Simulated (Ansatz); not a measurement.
The parent structure is SiC in the wurtzite structure (space group P6_3mc, No. 186; a = 3.092 Å, c = 5.074 Å). Axes: x lies along a and z along c of the hexagonal cell.

Modification: biaxial strain −1.45 %, plane normal [001], relaxed out of plane (Cartesian); in-plane vectors clamped, the third vector and the atoms free.

Level of theory: PBE in Ansatz (plane waves to 420 eV, PAW, spin-orbit coupling left out), earlier PAW set.

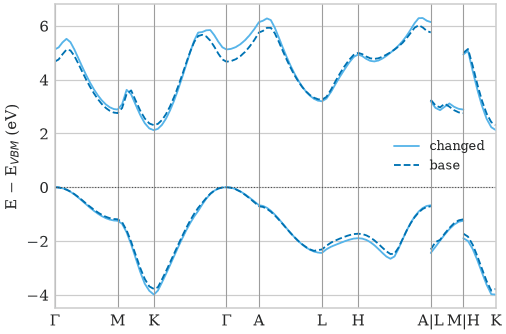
*Highest valence and lowest conduction band along the path, each from its own valence-band maximum*

Problem. From the figure, how large is the changed gap, and is it direct?

Solution. About 2.1 eV, indirect, Γ → K.

Whether these cells are dynamically stable was not tested.

Ansatz is a program for electronic structure.
